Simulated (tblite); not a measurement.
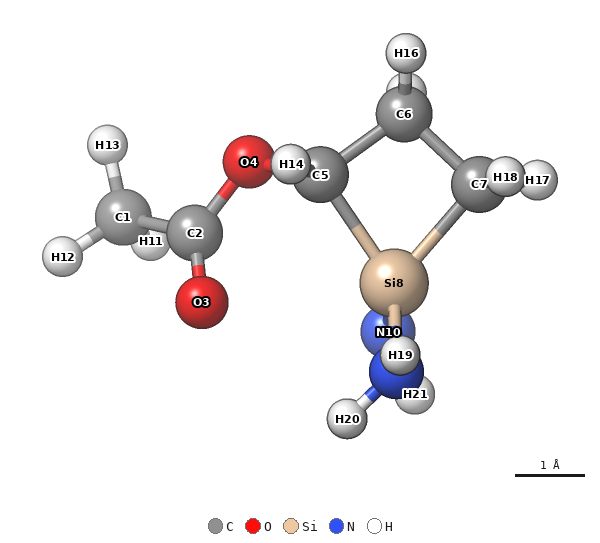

Figure 1. The input geometry (ball-and-stick view, seen at a tilt; atoms are numbered from 1 in the order of the input). Bond lengths as drawn: C–C 1.51 to 1.54 Å, C–H 1.09 Å, C–O 1.21 to 1.43 Å, C–Si 1.92 to 1.93 Å, H–N 1.01 Å and N–Si 1.72 Å.

# Frequency calculation, with input and output: C₅H₁₂N₂O₂Si

System: C₅H₁₂N₂O₂Si.
Method: GFN2-xTB harmonic vibrations, gas phase (tblite 0.8.0).

It belongs to a series of runs on one base structure; here: H on C replaced by OCOCH3.

## What the program printed
```
mode    cm-1     km/mol
  1      38.4      0.38
  2      51.7      9.78
  3      69.4      0.63
  4      79.4      0.62
  5     114.8      6.29
  6     142.1      5.89
  7     164.1      7.41
  8     175.9     20.88
  9     188.7      3.48
 10     199.8      6.83
 11     217.9     11.38
 12     313.7      8.61
 13     342.4      5.19
 14     429.1     83.94
 15     437.6    115.09
 16     496.8      6.91
 17     580.4      9.92
 18     607.8    132.48
 19     634.9     84.68
 20     650.7    164.13
 21     679.3     27.59
 22     743.1     38.47
 23     785.7     38.50
 24     818.9     32.70
 25     875.9     25.50
 26     928.3    198.21
 27     954.8     98.70
 28     956.2    125.39
 29     967.8      4.85
 30    1003.6     30.15
 31    1008.2     28.60
 32    1028.0      3.96
 33    1089.0     14.81
 34    1099.8      7.61
 35    1163.7     17.33
 36    1197.1     14.95
 37    1219.7      2.34
 38    1229.9    362.83
 39    1264.5      1.77
 40    1310.3      8.83
 41    1365.0     40.54
 42    1445.3     10.33
 43    1452.2      7.47
 44    1479.3      1.61
 45    1495.0      8.25
 46    1499.0     75.41
 47    1508.0     31.51
 48    1738.9    393.14
 49    2911.1     53.82
 50    2989.5     40.39
 51    3005.4     30.93
 52    3015.7     87.45
 53    3022.7     49.26
 54    3024.3      5.99
 55    3053.5      4.03
 56    3065.0     11.39
 57    3470.1      5.88
 58    3486.2      3.89
 59    3506.0      0.02
 60    3528.3      0.04
```

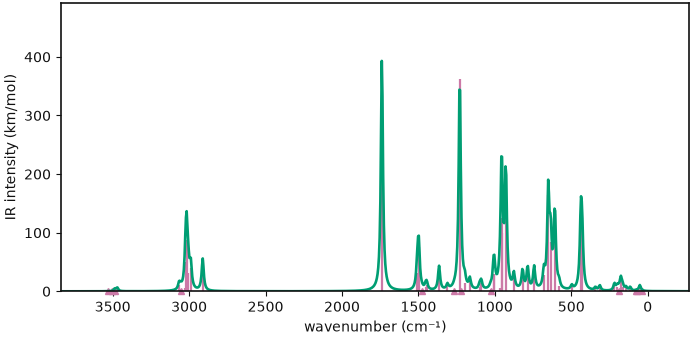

Figure 2. Harmonic infrared spectrum, unscaled: sticks (degenerate modes added up, dark ones marked on the axis) with a Lorentzian envelope of 16 cm⁻¹ full width, scaled to the tallest stick. 60 modes from 38 to 3528 cm⁻¹, none imaginary. The strongest line is at 1739 cm⁻¹ (393 km/mol).

This output came from the following input.

## Input
```
{"job": {"kind": "ir", "xc": "GFN2-xTB", "basis": "xTB"}, "charge": 0, "multiplicity": 1}
C      3.108060    -1.076038    -0.656672
C      1.927876    -0.161160    -0.447400
O      1.538730     0.650077    -1.254793
O      1.354228    -0.355729     0.729152
C      0.197083     0.451631     0.957545
C     -0.782958    -0.128267     1.980632
C     -2.105269     0.203170     1.261712
Si    -1.170792     0.464540    -0.400126
N     -1.600751     1.811585    -1.379779
N     -1.062499    -0.895054    -1.450366
H      2.751931    -1.990689    -1.126956
H      3.827191    -0.602657    -1.318279
H      3.564961    -1.325268     0.296171
H      0.543909     1.448080     1.248893
H     -0.633899    -1.204780     2.050246
H     -0.689899     0.298228     2.978358
H     -2.844397    -0.591153     1.324518
H     -2.561838     1.101358     1.670188
H     -1.710669     2.700215    -0.918615
H     -1.029949     1.931635    -2.201742
H     -1.622045    -0.890502    -2.285678
H     -1.009415    -1.819836    -1.057857
```

The first line tells a small driver script what to run in tblite; the rest is the geometry in Å.

Run as:
```bash
OMP_NUM_THREADS=1 python <driver script> task.json out
```

## Key numbers

- outcome: converged
- total energy: −885.7442 eV
- zero-point energy: 109.1050 kcal/mol
- hardware: 1 CPU thread, shared host
- wall time: 0.94 s
- peak memory: 0.18 GiB
